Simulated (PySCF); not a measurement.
SMILES C=CCC (C4H8), singlet at its GFN2-xTB optimised geometry (Å):

```
12

C      1.4054    -1.2677     0.9249
C      0.6541    -0.7017     0.0000
C     -0.8414    -0.7017     0.0000
C     -1.3938     0.7233     0.0000
H      2.4813    -1.2391     0.8862
H      0.9737    -1.7914     1.7626
H      1.1131    -0.1795    -0.8303
H     -1.1972    -1.2198    -0.8958
H     -1.2117    -1.2419     0.8733
H     -1.0636     1.2561     0.8890
H     -2.4813     0.7104    -0.0119
H     -1.0458     1.2677    -0.8753
```

Method: CAM-B3LYP/def2-TZVP (PySCF). Cells within 0.4 Å of a nucleus heavier than hydrogen are left out (blank, or x).

Map of the electron localisation function on the plane z = 0.0 Å:

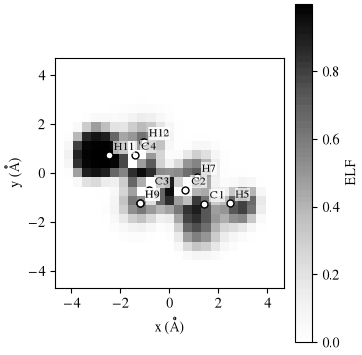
*Electron localisation function on the plane z = 0.0 Å.*
